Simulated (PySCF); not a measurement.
CH$_{6}$F$_{2}$Si, SMILES `[SiH3]F.CF`.

Method: CAM-B3LYP/6-31+G*; geometry: GFN2-xTB; program: PySCF.

The calculation's input:

```python
import numpy as np
from pyscf import gto, scf, dft
from pyscf.scf import atom_ks, atom_hf
from scipy.linalg import block_diag
from pyscf.dispersion import dftd3

def solve(mol, dm0=None, hcore=None):
    mf = (dft.UKS if mol.spin else dft.RKS)(mol, xc='camb3lyp')
    mf.grids.level = 3
    mf = mf.density_fit(auxbasis='def2-universal-jkfit')
    mf.conv_tol, mf.max_cycle = 1e-8, 80
    if hcore is not None:
        mf.get_hcore = lambda *args: hcore
    mf.kernel(dm0)
    if not mf.converged:
        mf = mf.newton().run(mf.mo_coeff, mf.mo_occ, max_cycle=30)
    assert mf.converged, 'SCF not converged'
    return mf

mol = gto.M(atom='''
Si    -1.71590     0.39652     0.03862
F     -1.06104    -1.07122    -0.09057
H     -0.77320     1.29800    -0.59524
H     -1.86746     0.59403     1.47161
H     -2.98622     0.28353    -0.66188
C      2.32453    -0.49879     0.08056
F      2.00420     0.81940    -0.08804
H      3.13999    -0.73623    -0.60340
H      1.43982    -1.09287    -0.14428
H      2.63407    -0.63864     1.11657
''', basis='6-31+g*', charge=0, spin=0, verbose=4)
mol_a = gto.M(atom='''
Si    -1.71590     0.39652     0.03862
F     -1.06104    -1.07122    -0.09057
H     -0.77320     1.29800    -0.59524
H     -1.86746     0.59403     1.47161
H     -2.98622     0.28353    -0.66188
ghost-C      2.32453    -0.49879     0.08056
ghost-F      2.00420     0.81940    -0.08804
ghost-H      3.13999    -0.73623    -0.60340
ghost-H      1.43982    -1.09287    -0.14428
ghost-H      2.63407    -0.63864     1.11657
''', basis='6-31+g*', charge=0, spin=0, verbose=4)
mol_b = gto.M(atom='''
ghost-Si    -1.71590     0.39652     0.03862
ghost-F     -1.06104    -1.07122    -0.09057
ghost-H     -0.77320     1.29800    -0.59524
ghost-H     -1.86746     0.59403     1.47161
ghost-H     -2.98622     0.28353    -0.66188
C      2.32453    -0.49879     0.08056
F      2.00420     0.81940    -0.08804
H      3.13999    -0.73623    -0.60340
H      1.43982    -1.09287    -0.14428
H      2.63407    -0.63864     1.11657
''', basis='6-31+g*', charge=0, spin=0, verbose=4)
ab, a, b = solve(mol), solve(mol_a), solve(mol_b)
e_int = ab.e_tot - a.e_tot - b.e_tot
print('counterpoise-corrected interaction energy / kcal/mol', e_int * 627.5095)
def disp(atoms, charge):
    m = gto.M(atom=atoms, charge=charge, basis='sto-3g', spin=None, unit='Bohr', verbose=0)
    return dftd3.DFTD3Dispersion(m, xc='camb3lyp', version='d3bj').get_dispersion()['energy']
e_disp = disp(mol._atom, mol.charge) - disp(mol._atom[:5], mol_a.charge) - disp(mol._atom[5:], mol_b.charge)
print('D3(BJ) part / kcal/mol', e_disp * 627.5095)
# spherically averaged free atoms, for the promolecule
atm = atom_ks.get_atm_nrks(mol, xc='camb3lyp')
pro = block_diag(*[(atm[a[0]][2] * atm[a[0]][3]) @ atm[a[0]][2].T for a in mol._atom])
np.savez('result.npz', e_int=e_int, e_disp=e_disp, dm_a=a.make_rdm1(), dm_b=b.make_rdm1(), c=ab.mo_coeff, occ=ab.mo_occ, eps=ab.mo_energy, pro=pro, d=[f.dip_moment(verbose=0) for f in (ab, a, b)])
```

Run with:

```sh
OMP_NUM_THREADS=1 python input.py
```

The run took 45 s on 1 thread of AMD EPYC (Zen 3), with other jobs on the host, peak memory 0.44 GiB.

Partitions, critical points and surface values were worked out afterwards from this run's density.

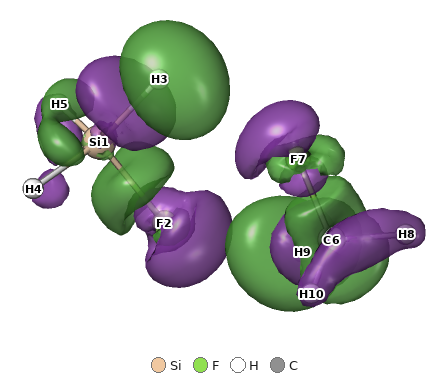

Density of the complex less the densities of the two fragments at the same geometry, ±0.0015 e/Å³ (purple: gain, green: loss). Fragment A: SiH3F (atoms 1–5); fragment B: H3CF.

> Which way does charge flow?

Hirshfeld charges show almost no net transfer (under 0.005 e). By Hirshfeld charges, electrons gather most on F2 (−0.004 e) and leave H9 most (+0.008 e); 0.04 e is displaced in all, which induces a dipole of 0.06 D.

> What is the interaction energy, and which contacts carry it?

The counterpoise-corrected interaction energy of the frozen fragments is −1.3 kcal/mol without dispersion correction and −2.1 kcal/mol with D3(BJ). The pair geometry is semi-empirical, not a minimum at this level. Contacts: F2···H9, weak C–H hydrogen bond, 2.50 Å, ρ = 0.007 a.u.; H3···F7, 2.86 Å, ρ = 0.004 a.u. The pose is a local one from a semi-empirical search, not shown to be the most stable.
